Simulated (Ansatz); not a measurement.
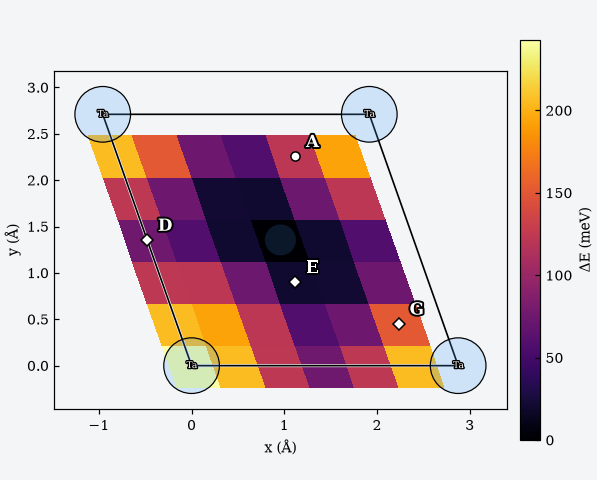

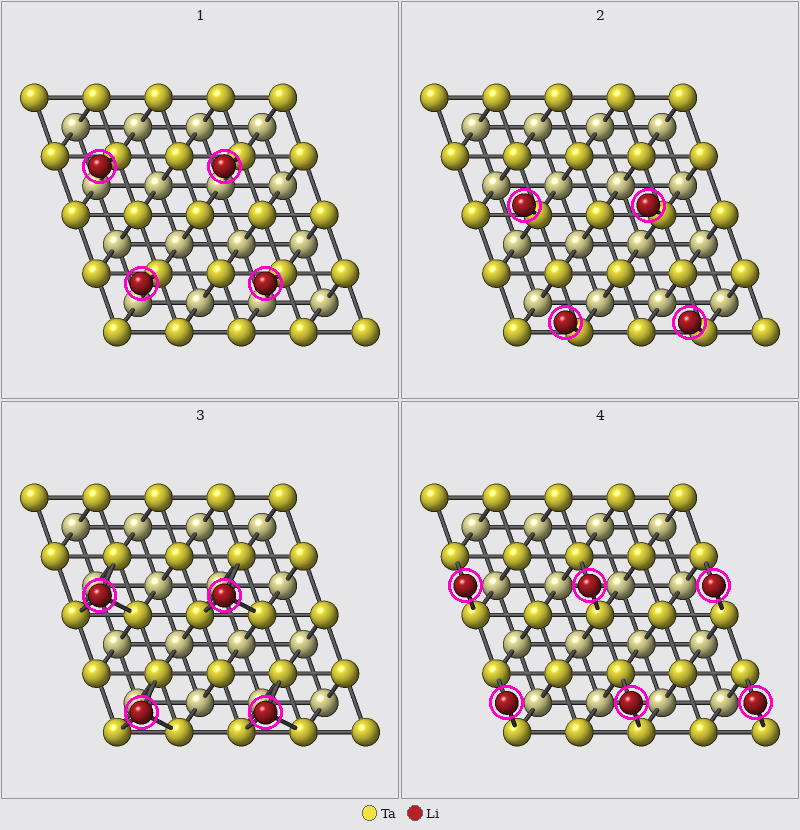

Li on a Ta(110) slab cut from the Im-3m phase, its upper half relaxed before the scan (12 atoms of substrate and one adsorbate in a 2 × 2 cell). Li is moved over the surface cell; relaxed at each place: the height of the adsorbate's atoms; substrate rigid; the origin of the map has the adsorbate above Ta9. Places are given modulo a cell vector. The map is drawn in real space over the plane of the surface. Grid: 6 × 6 points; 13 points were computed and 23 follow by symmetry. Places are given in fractions of the 1 × 1 surface cell. Energies are in meV, from the lowest grid point. All numbers below come from DFT PBE, scalar-relativistic, plane waves, PAW in Ansatz 0.2.0. Settings: cutoff 420 eV, k-mesh 5×5×1, gaussian smearing 0.1 eV, no spin polarisation.

In the figure: one coloured cell a grid point, labelled circles for the atoms of the top layer and small ones for the second layer, the outline of one cell of the plane, lettered points. The numbered pictures are the structures at these points, in random order. Rings mark the moved atoms.

**Which structure belongs to which point?**

A is structure 1: (4/6, 5/6) of the cell vectors [nearest 1 Ta at 2.70 Å], 122 meV; D is structure 4: a bridge site between two Ta atoms, (0/6, 3/6) of the cell vectors, 75 meV; E is structure 3: (3/6, 2/6) of the cell vectors [nearest 1 Ta at 2.84 Å], 21 meV; G is structure 2: (5/6, 1/6) of the cell vectors [nearest 1 Ta at 2.68 Å], 152 meV.

PAW datasets: the set soft_1.
